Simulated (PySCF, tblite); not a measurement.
**C₄H₁₂FNSi₂: geometry, infrared bands and NMR shifts**

What infrared bands and NMR shifts should C₄H₁₂FNSi₂ (`CC1(C)NC[Si@@H](F)[SiH2]1`) show?

Computed with tblite 0.8.0 and PySCF 2.14.0, with density-fitted response routines of our own, on a single molecule in the gas phase. Atoms are numbered from 0 throughout.

### Step 1. The starting structure

20 atoms, charge 0, multiplicity 1; geometry from: force field or distance geometry start.

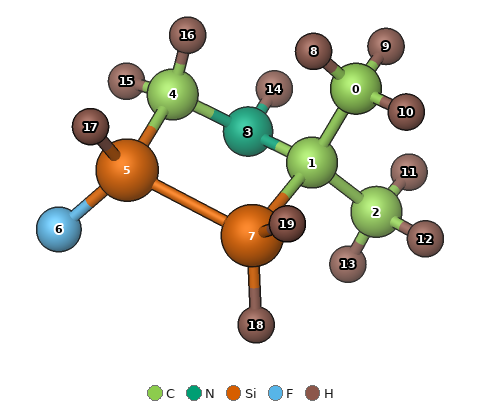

The starting geometry (carbon green, nitrogen teal, silicon orange, fluorine blue, hydrogen brown), atoms numbered.

### Step 2. Relaxing the molecule with GFN2-xTB

What the job is given:

```
{"job": {"kind": "relax", "xc": "GFN2-xTB", "basis": "xTB"}, "charge": 0, "multiplicity": 1}
C     -1.251500    -0.913200     0.912800
C     -0.658600    -0.052100    -0.229900
C     -1.727000     0.185300    -1.288100
N      0.471700    -0.756700    -0.891000
C      1.699400    -0.862400    -0.062600
Si     2.198200     0.837300     0.560100
F      3.205700     1.546700    -0.473600
Si     0.067000     1.661000     0.454200
H     -0.543900    -1.101700     1.726800
H     -1.601900    -1.884100     0.541100
H     -2.132600    -0.413400     1.357100
H     -2.122400    -0.760600    -1.691000
H     -2.594400     0.740700    -0.866600
H     -1.345900     0.772100    -2.138800
H      0.176000    -1.688000    -1.177500
H      2.501600    -1.272600    -0.675800
H      1.549500    -1.547700     0.770000
H      2.793100     0.783400     1.930400
H     -0.142900     2.753000    -0.538500
H     -0.546100     1.983600     1.777700
```

The run is started by

```
$ OMP_NUM_THREADS=1 python probes_run.py task.json out
```

One launch serves the whole session: the jobs run in the order shown.

**Question.** This job is followed by: GFN2-xTB harmonic vibrations, gas phase; GIAO PBE0/pcSseg-1 NMR shielding, non-relativistic, gas phase. What will the session give for the following? strongest single infrared mode (GFN2-xTB); zero-point energy (GFN2-xTB); 13C shifts against TMS (PBE0/pcSseg-1); 1H shifts against TMS (PBE0/pcSseg-1, means over atoms taken as alike); 15N shifts against NH3 (PBE0/pcSseg-1); 29Si shifts against TMS (PBE0/pcSseg-1); 19F shifts against CFCl3 (PBE0/pcSseg-1); surface potential, least and greatest.

The runs gave:

| quantity | value |
| --- | --- |
| strongest single infrared mode (GFN2-xTB) | 2255 cm⁻¹, 423 km/mol |
| zero-point energy (GFN2-xTB) | 96.1 kcal/mol |
| 13C shifts against TMS (PBE0/pcSseg-1) | 53.2, 42.7, 32.2, 28.8 ppm |
| 1H shifts against TMS (PBE0/pcSseg-1, means over atoms taken as alike) | 5.99, 3.76, 3.43, 3.25, 2.86, 1.49, 0.96, 0.20 ppm |
| 15N shifts against NH3 (PBE0/pcSseg-1) | 73.6 ppm |
| 29Si shifts against TMS (PBE0/pcSseg-1) | 45.5, -69.9 ppm |
| 19F shifts against CFCl3 (PBE0/pcSseg-1) | -236.2 ppm |
| surface potential, least and greatest | -1.25 V and 1.32 V |

**Reading.** Relaxing lowered the energy by 0.230 eV in 94 steps; the close pair that moved most is C1–Si7, from 1.982 to 1.937 Å. All 54 modes are real, so the xTB geometry is a minimum. The strongest single mode, at 2255 cm⁻¹, moves mainly H17. GFN2-xTB is a fitted tight-binding method: band positions and strengths are rough. Its intensities can rank the bands wrongly. At PBE0/pcSseg-1: Shielding is most anisotropic at Si5 (span 153 ppm, paramagnetic term -573 ppm). By nearest atom (PBE0/pcSseg-1), the HOMO sits on N3 55 %; H14, H16 about 7 % each and the LUMO on Si5 26 %; Si7 14 %.
